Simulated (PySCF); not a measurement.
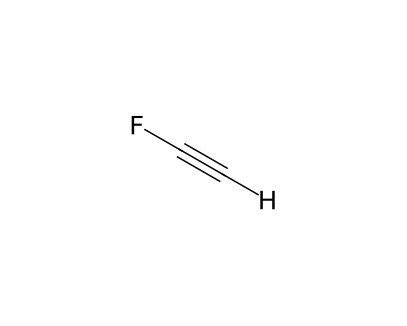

2D structure.

> Give its SMILES.

C#CF

> Give the formula, hydrogens included.

C2HF.

> An optimisation with PBE0-D3(BJ)/def2-SVP gave a structure of which point group?

C∞v.

The parts below concern this one geometry. Atoms keep their numbers from picture to picture. Computed geometry: PBE0-D3(BJ)/def2-SVP optimisation. No frequency run is at hand to confirm it as a minimum.

NMR shielding

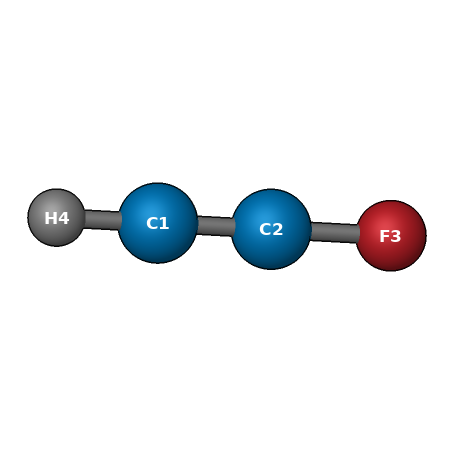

No frequency run is at hand to confirm it as a minimum. Level of theory: GIAO PBE0/pcSseg-1 NMR shielding, non-relativistic, gas phase (PySCF 2.14.0). Principal shieldings σ11 ≤ σ22 ≤ σ33, span Ω = σ33 − σ11, skew κ = 3(σiso − σ22)/Ω.

> Which C atom has the most anisotropic shielding?

C2, with a span of 295 ppm.

Give the shielding tensors of the C atoms.

```json
{"atom": "C1", "σ11": "113.5", "σ22": "113.5", "σ33": "281.2", "σiso": "169.4", "Ω": "167.7", "κ": "1.00"}
{"atom": "C2", "σ11": "−8.2", "σ22": "−8.2", "σ33": "286.5", "σiso": "90.0", "Ω": "294.7", "κ": "1.00"}
```

Shieldings and span in ppm.

Dipole moment

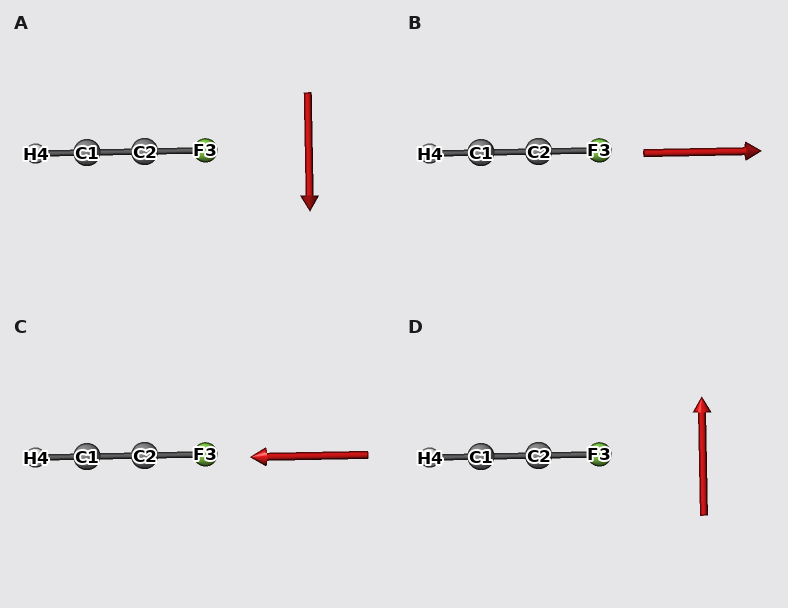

The same molecule four times, each with an arrow. No frequency run is at hand to confirm it as a minimum. Level of theory: PBE0/pcSseg-1, gas phase (PySCF 2.14.0).

> Which arrow points along the dipole moment, from the negative to the positive end?

C. The dipole moment is 0.59 D; it points from the side of F3 to the side of H4 (the outermost atoms at the two ends).

Charges

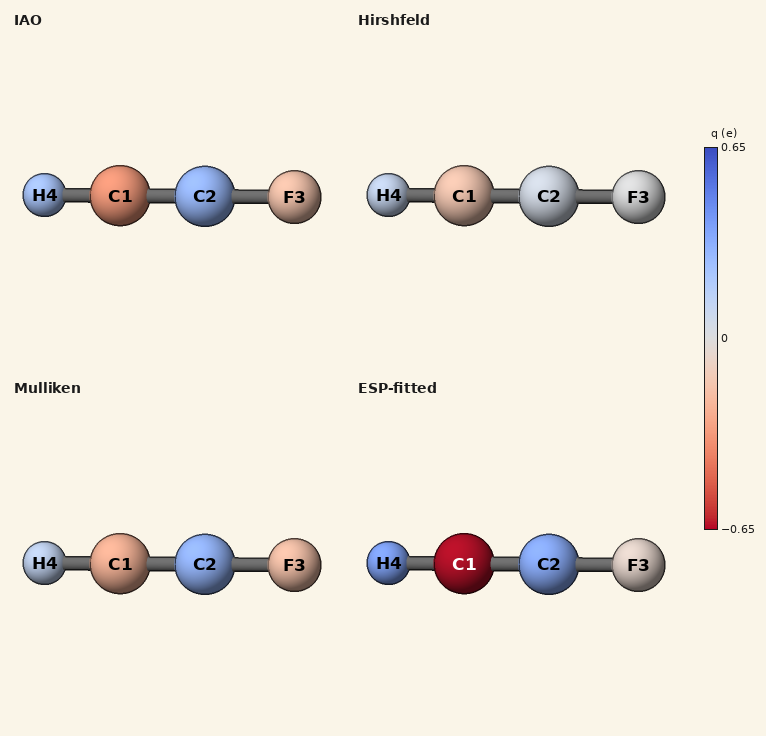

Atomic charges of one calculation by 4 schemes, on one colour scale. No frequency run is at hand to confirm it as a minimum. Method: PBE0/pcSseg-1 (PySCF 2.14.0).

> Which scheme gives the most polar picture (largest mean size of the charges)?

The ESP-fitted charges are the largest in size here, and the Hirshfeld charges the smallest.

> On which atom do the schemes disagree most?

On C1 (from −0.63 to −0.14 e).

List the charges (e), one line for each set of equivalent atoms.

| atom | IAO | Hirshfeld | Mulliken | ESP-fitted |
| --- | --- | --- | --- | --- |
| C1 | −0.32 | −0.14 | −0.23 | −0.63 |
| C2 | 0.26 | 0.05 | 0.28 | 0.32 |
| F3 | −0.16 | 0.00 | −0.17 | −0.05 |
| H4 | 0.21 | 0.10 | 0.11 | 0.36 |

Bond orders

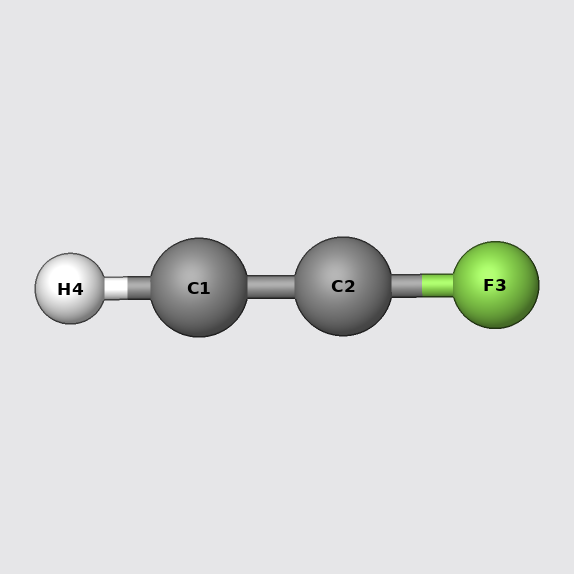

Every bond is drawn as one stick. No frequency run is at hand to confirm it as a minimum. Level of theory: PBE0/pcSseg-1 (PySCF 2.14.0).

> Which bond has the highest Mayer bond order?

C1–C2, 2.70, at a length of 1.204 Å.

List the Mayer bond orders of C1–C2, C1–H4, C2–F3.

```
 bond  Mayer order  length (Å)
C1–C2         2.70       1.204
C1–H4         1.02       1.073
C2–F3         1.09       1.270
```

Mulliken values depend strongly on the basis set and can even reverse the polarity of a bond.
